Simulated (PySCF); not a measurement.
**[BSiNH7]− (SMILES [BH3-]N[SiH3]): CASSCF(8,8)/6-31G(d) (spherical functions)**

Aim: the vertical singlet–triplet gap of [BSiNH7]− at CASSCF(8,8)/6-31G* (spherical functions), from 2 runs. Input form: a Python script.

Program for the calculation: PySCF 2.14.0.

3 further runs of the same task are left out: 1 that didn't finish, 2 set aside as unsound or not needed.

## (1) Starting point

[BSiNH7]−: 10 atoms, total charge -1, spin state singlet. SMILES: `[BH3-]N[SiH3]`. The shape is that of a GFN2-xTB optimisation.

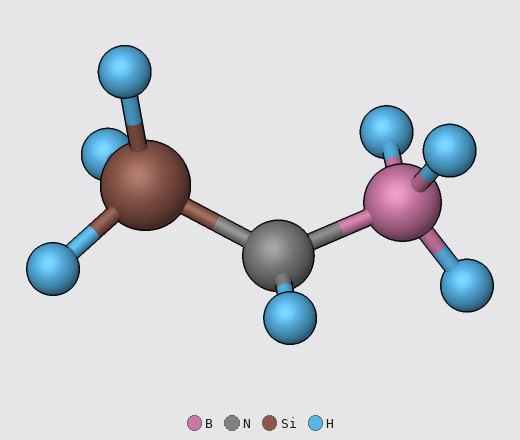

Viewed from a chosen angle; boron pink, nitrogen grey, silicon brown, hydrogen blue.

## (2) A single-point energy at CASSCF(8,8)/6-31G(d) (spherical functions)

Input file input.py:

```python
import numpy
from pyscf import gto, scf, mp, mcscf

mol = gto.Mole()
mol.atom = '''
B       -0.793150       0.869830      -0.924190
N        0.010570      -0.395850      -0.473620
Si       0.646720      -0.688680       1.046850
H       -1.530790       0.547840      -1.845470
H       -1.439730       1.284740       0.017350
H       -0.014500       1.739080      -1.310270
H        0.515080      -0.786550      -1.255720
H        1.373650      -1.992680       1.003330
H       -0.411740      -0.814970       2.071310
H        1.643890       0.237240       1.670420
'''
mol.max_memory = 1860
mol.charge = -1
mol.verbose = 3
mol.basis = '6-31g*'
mol.build()

mf = mol.RHF()
mf.conv_tol = 1e-10
mf.kernel()
if not mf.converged:
    mf = mf.newton().run(mf.mo_coeff, mf.mo_occ)

pt = mp.MP2(scf.addons.convert_to_uhf(mf)).run()
noons, natorbs = mcscf.addons.make_natural_orbitals(pt)
print('natural occupations', numpy.round(noons[:40], 4))
cas = mcscf.CASSCF(mf, 8, 8)
cas.fix_spin_(ss=0.0)
cas.natorb = True
cas.kernel(natorbs)
e_tot = cas.e_tot
print(f'total energy: {e_tot:.8f} hartree')
```

Run with:

```bash
$ OMP_NUM_THREADS=1 python input.py
```

The log of the run:

```text
converged SCF energy = -372.126456267728
E(UMP2) = -372.478059875019  E_corr = -0.351603607291374
E(SCS-UMP2) = -372.481102229394  E_corr = -0.354645961665643
natural occupations [2.     1.9999 1.9999 1.9998 1.9996 1.9996 1.9996 1.9862 1.9836 1.9816
 1.9812 1.9791 1.9774 1.977  1.9644 1.96   1.9585 0.028  0.0241 0.0226
 0.0181 0.014  0.013  0.0126 0.0114 0.0111 0.0087 0.0082 0.0072 0.0071
 0.0065 0.0062 0.0052 0.0051 0.0048 0.0046 0.0045 0.0038 0.0027 0.0024]
CASSCF energy = -372.235358995306
CASCI E = -372.235358995306  E(CI) = -17.8812031184490  S^2 = 0.0000000
total energy: -372.23535900 hartree
```

Wall time 6.9 s (1 thread of Arm Neoverse V1, shared host); peak memory 0.17 GiB.

## (3) The triplet

Input file calc.py:

```python
import numpy
from pyscf import gto, scf, mp, mcscf

mol = gto.M(
    atom='''
B   -0.793150   0.869830  -0.924190
N    0.010570  -0.395850  -0.473620
Si   0.646720  -0.688680   1.046850
H   -1.530790   0.547840  -1.845470
H   -1.439730   1.284740   0.017350
H   -0.014500   1.739080  -1.310270
H    0.515080  -0.786550  -1.255720
H    1.373650  -1.992680   1.003330
H   -0.411740  -0.814970   2.071310
H    1.643890   0.237240   1.670420
''',
    spin=2,
    max_memory=1860,
    charge=-1,
    verbose=3,
    basis='6-31g*',
)

myscf = scf.ROHF(mol)
myscf.conv_tol = 1e-10
myscf.kernel()
if not myscf.converged:
    myscf = myscf.newton().run(myscf.mo_coeff, myscf.mo_occ)

pt = mp.MP2(scf.addons.convert_to_uhf(myscf)).run()
noons, natorbs = mcscf.addons.make_natural_orbitals(pt)
print('natural occupations', numpy.round(noons[:40], 4))
cas = mcscf.CASSCF(myscf, 8, 8)
cas.fix_spin_(ss=2.0)
cas.natorb = True
cas.kernel(natorbs)
e_tot = cas.e_tot
print('E = %.10f Eh' % e_tot)
```

Run with:

```bash
$ OMP_NUM_THREADS=1 python calc.py
```

The log of the run:

```text
converged SCF energy = -371.947401381497
E(UMP2) = -372.277388202801  E_corr = -0.329986821303754
E(SCS-UMP2) = -372.279637848508  E_corr = -0.332236467011221
natural occupations [2.     1.9999 1.9999 1.9998 1.9996 1.9996 1.9996 1.9859 1.9829 1.9798
 1.9787 1.9776 1.9763 1.9741 1.9669 1.9635 0.9952 0.9906 0.0221 0.021
 0.016  0.0148 0.014  0.0128 0.0125 0.0113 0.0096 0.0081 0.0077 0.0074
 0.0062 0.006  0.0058 0.0052 0.0051 0.0049 0.0044 0.0043 0.0038 0.0034]
CASSCF energy = -372.013875377305
CASCI E = -372.013875377305  E(CI) = -17.0762149629911  S^2 = 2.0000000
E = -372.0138753773 Eh
```

Wall time 11 s (1 thread of Arm Neoverse V1, shared host); peak memory 0.17 GiB.

## (4) Outcome

At CASSCF(8,8)/6-31G* (spherical functions):

```
                                                      quantity          value
                                         singlet: total energy  -372.23536 Eh
                  singlet: HOMO energy (Hartree–Fock orbitals)       -3.74 eV
                  singlet: LUMO energy (Hartree–Fock orbitals)        8.65 eV
singlet: HOMO–LUMO gap (to an unbound level, set by the basis)       12.39 eV
                                         triplet: total energy  -372.01388 Eh
              vertical energy of the triplet above the singlet       6.027 eV
```

At this shape the triplet lies 6.03 eV (582 kJ/mol) above the singlet. For an anion a state so high probably lies above electron detachment. Mulliken charges (singlet) of the mean-field density run from -0.95 on N2 to +0.79 on Si3; they depend strongly on the basis. Mulliken charges (triplet) of the mean-field density run from -0.40 on N2 to +0.31 on H7; they depend strongly on the basis. The HOMO (triplet) lies at positive energy, 5.87 eV: the electron is unbound at this level or held by a compact basis; values depend on the basis.
